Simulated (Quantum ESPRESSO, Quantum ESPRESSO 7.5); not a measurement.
## 2H-MoTe2, 1 layer, stepped through biaxial strain

What law, if any, do the results for 2H-MoTe2, 1 layer follow against biaxial strain?

Calculated with Quantum ESPRESSO 7.5; plane-wave DFT, PBE, GBRV ultrasoft pseudopotentials.

**1. The structure**

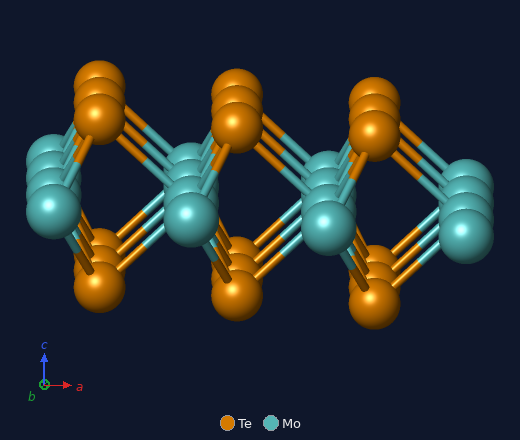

The starting structure, seen nearly edge on (tellurium orange, molybdenum teal). 3×3×1 cells are drawn. Bonds to atoms that aren't drawn are left out. Some periodic images of atoms are drawn too.

The cell holds 3 atoms: 2 Te and 1 Mo. Its edges and angles: a = 3.550 Å, b = 3.550 Å, c = 18.774 Å, α = 90.0°, β = 90.0°, γ = 120.0°. It derives from MoTe2. Vacuum lies along c.

Set-up: Cell and atoms are first relaxed; each strained cell is then held and the atoms relax in it. A periodic run with 15 Å of vacuum in the starting cell gives the vacuum levels, and bands follow along a path. The bands are repeated with spin-orbit coupling and fully relativistic files.

Members -2, -1, 0, 1 and 2 took the same steps and show in the table alone.

**2. Relaxing cell and ions of the reference**

What the set-up leaves free in this member is relaxed.

The input, ref.relax.in:

```
&control
  prefix = 'ref.relax'
  outdir = './out'
  pseudo_dir = './pseudo'
  nstep = 80
  forc_conv_thr = 0.0004
  calculation = 'vc-relax'
  etot_conv_thr = 1e-06
/
&system
  ibrav = 0
  nat = 3
  ntyp = 2
  ecutwfc = 50
  ecutrho = 250
  occupations = 'smearing'
  smearing = 'fd'
  degauss = 0.004
/
&electrons
  conv_thr = 1e-09
  mixing_beta = 0.4
  electron_maxstep = 120
  mixing_mode = 'plain'
/
&ions
/
&cell
  cell_dofree = '2Dxy'
  press_conv_thr = 0.3
/
ATOMIC_SPECIES
  Te  127.6000  te_pbe_v1.uspp.F.UPF
  Mo  95.9500  mo_pbe_v1.uspp.F.UPF
CELL_PARAMETERS angstrom
  3.55000000000000 0.00000000000000 0.00000000000000
  -1.77500000000000 3.07439018343476 0.00000000000000
  0.00000000000000 0.00000000000000 18.77410263064833
ATOMIC_POSITIONS crystal
  Te  0.333333333300 0.666666666700 0.399486470675
  Mo  0.000000000000 0.000000000000 0.500000000000
  Te  0.333333333300 0.666666666700 0.600513529325
K_POINTS automatic
  12 12 1 0 0 0
```

Started as:

```console
> OMP_NUM_THREADS=1 mpirun -n 4 pw.x -nk 4 -in ref.relax.in > ref.relax.out
```

Log:

```text
Program PWSCF v.7.5 starts
[citation notice left out]

     Parallel version (MPI & OpenMP), running on       4 processor cores
     Number of MPI processes:                 4
     Threads/MPI process:                     1

     MPI processes distributed on     1 nodes
[...]
Current dimensions of program PWSCF are:
     Max number of different atomic species (ntypx) = 10
     Max number of k-points (npk) =  40000
     Max angular momentum in pseudopotentials (lmaxx) =  4
     Message from routine setup:
     using ibrav=0 with symmetry is DISCOURAGED, use correct ibrav instead

     K-points division:     npool     =       4
     Subspace diagonalization in iterative solution of the eigenvalue problem:
     a serial algorithm will be used

     G-vector sticks info
     --------------------
     sticks:   dense  smooth     PW     G-vecs:    dense   smooth      PW
     Sum         769     613    187                92099    65823   10653

     Using Slab Decomposition

     bravais-lattice index     =            0
     lattice parameter (alat)  =       6.7085  a.u.
     unit-cell volume          =    1382.7483 (a.u.)^3
     number of atoms/cell      =            3
     number of atomic types    =            2
     number of electrons       =        26.00
     number of Kohn-Sham states=           17
     kinetic-energy cutoff     =      50.0000  Ry
     charge density cutoff     =     250.0000  Ry
     scf convergence threshold =      1.0E-09
     mixing beta               =       0.4000
     number of iterations used =            8  plain     mixing
     energy convergence thresh.=      1.0E-06
     force convergence thresh. =      4.0E-04
     press convergence thresh. =      3.0E-01
     Exchange-correlation= SLA  PW   PBE  PBE
                           (   1   4   3   4   0   0   0)
     nstep                     =           80

     celldm(1)=   6.708528  celldm(2)=   0.000000  celldm(3)=   0.000000
     celldm(4)=   0.000000  celldm(5)=   0.000000  celldm(6)=   0.000000

     crystal axes: (cart. coord. in units of alat)
               a(1) = (   1.000000   0.000000   0.000000 )
               a(2) = (  -0.500000   0.866025   0.000000 )
               a(3) = (   0.000000   0.000000   5.288480 )

     reciprocal axes: (cart. coord. in units 2 pi/alat)
               b(1) = (  1.000000  0.577350 -0.000000 )
               b(2) = (  0.000000  1.154701  0.000000 )
               b(3) = (  0.000000 -0.000000  0.189090 )

     PseudoPot. # 1 for Te read from file:
     ./pseudo/te_pbe_v1.uspp.F.UPF
     Pseudo is Ultrasoft + core correction, Zval =  6.0
     Generated by new atomic code, or converted to UPF format
     Using radial grid of  891 points,  5 beta functions with:
                l(1) =   0
                l(2) =   0
                l(3) =   1
                l(4) =   1
                l(5) =   2
     Q(r) pseudized with  6 coefficients,  rinner =    1.800   1.800   1.800
                                                       1.800   1.800

     PseudoPot. # 2 for Mo read from file:
     ./pseudo/mo_pbe_v1.uspp.F.UPF
     Pseudo is Ultrasoft + core correction, Zval = 14.0
     Generated by new atomic code, or converted to UPF format
     Using radial grid of  889 points,  6 beta functions with:
                l(1) =   0
                l(2) =   0
                l(3) =   1
                l(4) =   1
                l(5) =   2
                l(6) =   2
     Q(r) pseudized with  6 coefficients,  rinner =    1.000   1.000   1.000
                                                       1.000   1.000

     atomic species   valence    mass     pseudopotential
     Te                6.00   127.60000     Te( 1.00)
     Mo               14.00    95.95000     Mo( 1.00)

     12 Sym. Ops. (no inversion) found

   Cartesian axes

     site n.     atom                  positions (alat units)
         1        Te     tau(   1) = (  -0.0000000   0.5773503   2.1126761  )
         2        Mo     tau(   2) = (   0.0000000   0.0000000   2.6442398  )
         3        Te     tau(   3) = (  -0.0000000   0.5773503   3.1758036  )

     number of k points=    19  Fermi-Dirac smearing, width (Ry)=  0.0040
                       cart. coord. in units 2pi/alat
        k(    1) = (   0.0000000   0.0000000   0.0000000), wk =   0.0138889
        k(    2) = (   0.0000000   0.0962250   0.0000000), wk =   0.0833333
        k(    3) = (   0.0000000   0.1924501   0.0000000), wk =   0.0833333
        k(    4) = (   0.0000000   0.2886751   0.0000000), wk =   0.0833333
        k(    5) = (   0.0000000   0.3849002   0.0000000), wk =   0.0833333
        k(    6) = (   0.0000000   0.4811252   0.0000000), wk =   0.0833333
        k(    7) = (   0.0000000  -0.5773503   0.0000000), wk =   0.0416667
        k(    8) = (   0.0833333   0.1443376   0.0000000), wk =   0.0833333
        k(    9) = (   0.0833333   0.2405626   0.0000000), wk =   0.1666667
        k(   10) = (   0.0833333   0.3367877   0.0000000), wk =   0.1666667
[...]
k(   19) = (   0.3333333   0.5773503   0.0000000), wk =   0.0277778

     Dense  grid:    92099 G-vectors     FFT dimensions: (  36,  36, 180)

     Smooth grid:    65823 G-vectors     FFT dimensions: (  32,  32, 160)

     Estimated max dynamical RAM per process >     151.54 MB

     Estimated total dynamical RAM >     538.69 MB

     Initial potential from superposition of free atoms

     starting charge      25.9985, renormalised to      26.0000

     negative rho (up, down):  2.143E-03 0.000E+00
     Starting wfcs are   21 randomized atomic wfcs

     total cpu time spent up to now is        1.4 secs

     per-process dynamical memory:    73.0 Mb

     Self-consistent Calculation

     iteration #  1     ecut=    50.00 Ry     beta= 0.40
     Davidson diagonalization with overlap
     ethr =  1.00E-02,  avg # of iterations =  2.0

     negative rho (up, down):  2.218E-03 0.000E+00

     total cpu time spent up to now is        2.7 secs

     total energy              =    -192.09718620 Ry
     estimated scf accuracy    <       0.60157265 Ry

     iteration #  2     ecut=    50.00 Ry     beta= 0.40
[...]
negative rho (up, down):  1.949E-03 0.000E+00

[...]
total energy              =    -192.10815186 Ry
     estimated scf accuracy    <       3.07784042 Ry

     iteration #  3     ecut=    50.00 Ry     beta= 0.40
[...]
negative rho (up, down):  1.968E-03 0.000E+00

[...]
total energy              =    -192.38459206 Ry
[...]
Total force =     0.000449     Total SCF correction =     0.000006
[...]
number of bfgs steps    =   5
[...]
new trust radius        =       0.0076285047 bohr
[...]
!    total energy              =    -192.38920853 Ry
[...]
Total force =     0.000368     Total SCF correction =     0.000006
[...]
number of bfgs steps    =   6
[...]
new trust radius        =       0.0114427570 bohr
[...]
!    total energy              =    -192.38927444 Ry
[...]
Total force =     0.000244     Total SCF correction =     0.000007
[...]
number of bfgs steps    =   7
[...]
new trust radius        =       0.0171641355 bohr
[...]
!    total energy              =    -192.38932712 Ry
[...]
Total force =     0.000060     Total SCF correction =     0.000002
[...]
number of bfgs steps    =   8
[...]
new trust radius        =       0.0078536867 bohr
[...]
!    total energy              =    -192.38933292 Ry
[...]
Total force =     0.000005     Total SCF correction =     0.000004
[...]
number of bfgs steps    =   9
[...]
new trust radius        =       0.0000058301 bohr
[...]
Self-consistent Calculation

     iteration #  1     ecut=    50.00 Ry     beta= 0.40
     Davidson diagonalization with overlap
     ethr =  1.00E-06,  avg # of iterations =  2.0

     Threshold (ethr) on eigenvalues was too large:
     Diagonalizing with lowered threshold

     Davidson diagonalization with overlap
     ethr =  5.04E-13,  avg # of iterations =  1.9

     negative rho (up, down):  2.274E-03 0.000E+00

     total cpu time spent up to now is      142.5 secs

     total energy              =    -192.38933292 Ry
     estimated scf accuracy    <          1.3E-10 Ry

     iteration #  2     ecut=    50.00 Ry     beta= 0.40
[...]
negative rho (up, down):  2.274E-03 0.000E+00

[...]
total energy              =    -192.38933292 Ry
     estimated scf accuracy    <          7.5E-10 Ry

     iteration #  3     ecut=    50.00 Ry     beta= 0.40
[...]
negative rho (up, down):  2.274E-03 0.000E+00

[...]
End of self-consistent calculation

          k = 0.0000 0.0000 0.0000 (  8221 PWs)   bands (ev):

   -60.2525 -34.3881 -34.2862 -34.2862 -12.0210 -11.1046  -4.4119  -1.2111
    -1.1378  -1.1378  -0.3773  -0.3773   0.0736   3.4827   3.4827   3.7351
     3.7351

          k = 0.0000 0.0958 0.0000 (  8287 PWs)   bands (ev):

   -60.2520 -34.3866 -34.2937 -34.2880 -11.9290 -11.0400  -4.3097  -1.3920
    -1.3537  -1.0623  -0.5042  -0.3016   0.0638   3.1018   3.2011   3.5369
     3.5682

          k = 0.0000 0.1916 0.0000 (  8305 PWs)   bands (ev):

   -60.2506 -34.3823 -34.3140 -34.2928 -11.6620 -10.8534  -4.0271  -1.9296
    -1.8002  -0.8484  -0.8135  -0.3524  -0.0205   2.4014   2.6174   3.0824
     3.7522

          k = 0.0000 0.2873 0.0000 (  8269 PWs)   bands (ev):

   -60.2486 -34.3766 -34.3416 -34.2993 -11.2510 -10.5686  -3.6781  -2.6855
    -2.3935  -1.1733  -0.6668  -0.5369  -0.2480   1.9700   2.5923   2.6602
     3.9179

          k = 0.0000 0.3831 0.0000 (  8251 PWs)   bands (ev):

   -60.2466 -34.3708 -34.3690 -34.3059 -10.7618 -10.2368  -3.8741  -3.1191
    -2.9872  -1.4843  -0.9465  -0.4246  -0.2011   1.9410   2.2010   3.0651
     4.0159

          k = 0.0000 0.4789 0.0000 (  8237 PWs)   bands (ev):

   -60.2452 -34.3890 -34.3666 -34.3106 -10.3232  -9.9505  -4.5322  -3.7284
    -2.8427  -1.6894  -1.0845  -0.3381   0.0591   1.9663   2.0864   3.4987
     4.0572

[...]
the Fermi energy is     1.0476 ev

!    total energy              =    -192.38933292 Ry
     estimated scf accuracy    <          9.0E-13 Ry
     smearing contrib. (-TS)   =      -0.00000028 Ry
     internal energy E=F+TS    =    -192.38933264 Ry

     The total energy is F=E-TS. E is the sum of the following terms:
     one-electron contribution =    -767.06465623 Ry
     hartree contribution      =     385.05534904 Ry
     xc contribution           =     -48.27016441 Ry
     ewald contribution        =     237.89013896 Ry

     convergence has been achieved in   3 iterations

     negative rho (up, down):  2.274E-03 0.000E+00

     Forces acting on atoms (cartesian axes, Ry/au):

     atom    1 type  1   force =     0.00000000    0.00000000   -0.00000225
     atom    2 type  2   force =    -0.00000000   -0.00000000    0.00000000
     atom    3 type  1   force =     0.00000000    0.00000000    0.00000225

     Total force =     0.000003     Total SCF correction =     0.000002
     SCF correction compared to forces is large: reduce conv_thr to get better values

     Computing stress (Cartesian axis) and pressure

     negative rho (up, down):  2.274E-03 0.000E+00
          total   stress  (Ry/bohr**3)                   (kbar)     P=       -0.01
   0.00000003  -0.00000000   0.00000000            0.00       -0.00        0.00
  -0.00000000   0.00000003   0.00000000           -0.00        0.00        0.00
   0.00000000  -0.00000000  -0.00000021            0.00       -0.00       -0.03

     Energy error            =      1.3E-10 Ry
     Gradient error          =      2.3E-06 Ry/Bohr
     Cell gradient error     =      4.9E-03 kbar

     bfgs converged in  11 scf cycles and  10 bfgs steps
     (criteria: energy <  1.0E-06 Ry, force <  4.0E-04 Ry/Bohr, cell <  3.0E-01 kbar)

     End of BFGS Geometry Optimization

     Final enthalpy           =    -192.3893329234 Ry

     File ./out/ref.relax.bfgs deleted, as requested
Begin final coordinates
     new unit-cell volume =   1395.56417 a.u.^3 (   206.80127 Ang^3 )
     density =      2.81961 g/cm^3

CELL_PARAMETERS (angstrom)
   3.566413503  -0.000000000   0.000000000
  -1.783206751   3.088604694   0.000000000
   0.000000000   0.000000000  18.774102631

ATOMIC_POSITIONS (crystal)
Te               0.3333333333        0.6666666667        0.4034997501
Mo              -0.0000000000       -0.0000000000        0.5000000000
Te               0.3333333333        0.6666666667        0.5965002499
End final coordinates

[...]
Final scf calculation at the relaxed structure.
     The G-vectors are recalculated for the final unit cell
     Results may differ from those at the preceding step.

     G-vector sticks info
     --------------------
     sticks:   dense  smooth     PW     G-vecs:    dense   smooth      PW
     Sum         769     637    187                92891    66663   10761

     Using Slab Decomposition

     bravais-lattice index     =            0
     lattice parameter (alat)  =       6.7085  a.u.
     unit-cell volume          =    1395.5642 (a.u.)^3
     number of atoms/cell      =            3
     number of atomic types    =            2
     number of electrons       =        26.00
     number of Kohn-Sham states=           17
     kinetic-energy cutoff     =      50.0000  Ry
     charge density cutoff     =     250.0000  Ry
     scf convergence threshold =      1.0E-11
     mixing beta               =       0.4000
     number of iterations used =            8  plain     mixing
     press convergence thresh. =      3.0E-01
     Exchange-correlation= SLA  PW   PBE  PBE
                           (   1   4   3   4   0   0   0)

     celldm(1)=   6.708528  celldm(2)=   0.000000  celldm(3)=   0.000000
     celldm(4)=   0.000000  celldm(5)=   0.000000  celldm(6)=   0.000000

     crystal axes: (cart. coord. in units of alat)
               a(1) = (   1.004624  -0.000000   0.000000 )
               a(2) = (  -0.502312   0.870029   0.000000 )
               a(3) = (   0.00000
```

Run time: 2.9 min. Hardware: 4 MPI ranks of Arm Neoverse V1, shared host; peak memory 0.8 GiB; 12 min of CPU time.

Relaxation path:

```
step  energy less that of the first step (eV)  largest force (eV/Å)  volume (Å³)
   1                                   0.0000                0.8331       204.90
   2                                  -0.0264                0.6249       204.46
   3                                  -0.0460                0.3871       204.10
   4                                  -0.0573                0.0158       203.83
   5                                  -0.0579                0.0103       204.09
   6                                  -0.0585                0.0082       204.37
   7                                  -0.0593                0.0067       204.79
   8                                  -0.0602                0.0044       205.42
   9                                  -0.0609                0.0011       206.37
  10                                  -0.0610                0.0001       206.80
  11                                  -0.0610                0.0001       206.80
  12                                  -0.0610                0.0002       206.80
```

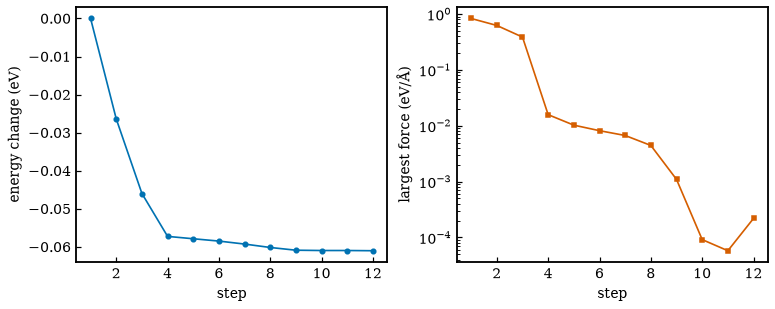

Energy and largest force along the relaxation.

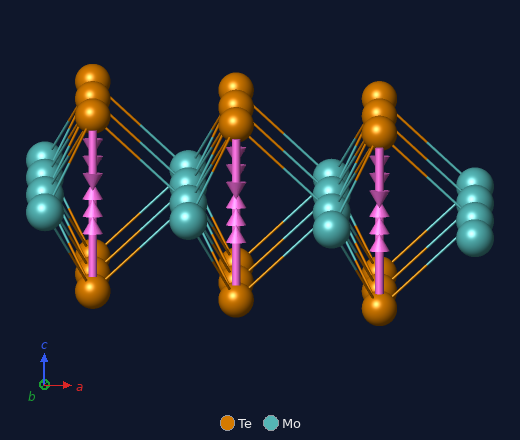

Displacements in the relaxation, exaggerated, measured against the changing cell; the longest in the cell stands for 0.08 Å. Bonds to atoms that aren't drawn are left out. 3×3×1 cells are drawn. Some periodic images of atoms are drawn too.

```
cell as run  before  after  change
      a (Å)   3.550  3.566  +0.5 %
      b (Å)   3.550  3.566  +0.5 %
```

The atoms that moved most (Å, along periodic axes as changes of fractional coordinates times the final cell, across vacuum about the mean position):

```
atom     dx     dy      dz  length
 Te1  0.000  0.000   0.075   0.075
 Te3  0.000  0.000  -0.075   0.075
```

Final coordinates:

```xyz
3
Lattice="3.5664 0.0000 0.0000 -1.7832 3.0886 0.0000 0.0000 0.0000 18.7741" Properties=species:S:1:pos:R:3
Te    0.0000    2.0591    7.5753
Mo    0.0000    0.0000    9.3871
Te    0.0000    2.0591   11.1988
```

 The last row is no step: it is a fresh SCF in the final cell with a new plane-wave basis, -0 meV from the row before.

This step gave:

- free energy: -2617.5903 eV
- Fermi energy: 1.048 eV

(Continued in part 2 of 7.)

[Logs are printed without paths, hosts, clocks, repeated set-up lines and the standing remarks that a program may print on its own settings, such as how far it seeks lower states.]

[Hosts, paths, dates, database ids (printed as entryN), source tags and the programs' standing remarks are cut or masked in the printed files.]

[Maps of the electrostatic potential energy from Ansatz leave out the sawtooth potential of an applied field or a dipole correction, so their vacuum need not be flat; planar profiles and work functions include it.]
